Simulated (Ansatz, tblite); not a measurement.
## Computed against measured: dipole moment

6 molecules with halogens; the dipole moment in D, computed less measured. Shapes, held fixed at every level: PBE0-D4/def2-TZVP. No vibrational averaging. Dipoles are compared by magnitude; molecules under 1 D, whose direction can flip, are left out. Programs: Ansatz 0.2.0, tblite 0.8.0. Measured values: NIST CCCBDB.

Levels: A = GFN2-xTB; B = PBE-D4/def2-TZVPP; C = r2SCAN-D4/def2-TZVPP; D = wB97M-V/def2-TZVPP.

| molecule | measured | A | B | C | D |
| --- | --- | --- | --- | --- | --- |
| CuF (SMILES [F][Cu]) | 5.77 | +0.25 | -1.19 | -0.87 | -0.38 |
| SF2 (sulfur difluoride) | 1.05 | +0.34 | -0.15 | -0.12 | +0.10 |
| AsF3 (arsenic trifluoride) | 2.59 | -0.96 | -0.32 | -0.28 | -0.06 |
| C2H3Cl (SMILES C=CCl) | 1.45 | +0.05 | -0.19 | -0.09 | -0.07 |
| C2H4Cl2 (1,1-dichloroethane) | 2.06 | +0.12 | -0.10 | +0.03 | -0.04 |
| C3H6Cl2 (2,2-dichloropropane) | 2.27 | +0.15 | -0.09 | +0.05 | -0.04 |

Task: Sum up the errors.

Result: 
```
               level                    kind  mean error  mean absolute error  worst case
            GFN2-xTB          semi-empirical      -0.008                0.312        AsF3
   PBE-D4/def2-TZVPP                     GGA      -0.340                0.340         CuF
r2SCAN-D4/def2-TZVPP                meta-GGA      -0.213                0.240         CuF
  wB97M-V/def2-TZVPP  range-separated hybrid      -0.082                0.115         CuF
```

On this set wB97M-V/def2-TZVPP has the smallest mean absolute error and PBE-D4/def2-TZVPP the largest. Without CuF the largest would be that of GFN2-xTB. GFN2-xTB is too high in 5 of 6; PBE-D4/def2-TZVPP is too low in 6 of 6; r2SCAN-D4/def2-TZVPP is too low in 4 of 6; wB97M-V/def2-TZVPP is too low in 5 of 6. The largest two are near a tie. Relativity is left out for As, Cu. The set is small.

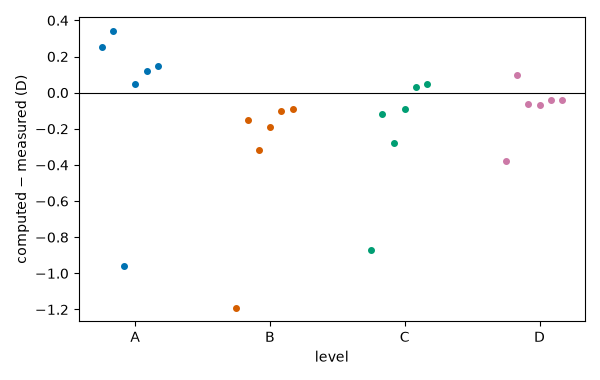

Errors of each level, one point a molecule.
